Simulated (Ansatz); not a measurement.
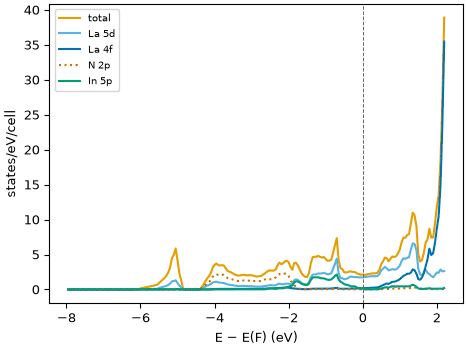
*Total and projected density of states of La3InN (anti-perovskite, Pm-3m), DFT-r²SCAN in the program Ansatz with PAW potentials*

### Question
Which orbitals carry the states next to the Fermi level?

### Answer
Within 0.5 eV of the Fermi level: La 5d 76 %, In 5p 10 %, La 4f 8 %. Projections are on Löwdin-orthogonalised atomic valence shells; empty p or d shells of many metals are not among them.

### Question
Where is the tallest occupied peak in this window, and what makes it?

### Answer
Near -0.7 eV, about 7.3 states/eV per cell; the largest projected share is La 5d.

The workflow started from an entry of the Crystallography Open Database (COD). Whether it is the stable phase at ambient conditions was not checked. The cell was relaxed with r²SCAN under the symmetry of its start; whether a distortion lowers the energy is not shown. With an odd number of electrons in the cell and no spin polarisation, the count alone makes it a metal. Spin–orbit coupling is left out wherever it is not named.

Potentials: the later of the program's two PAW sets.
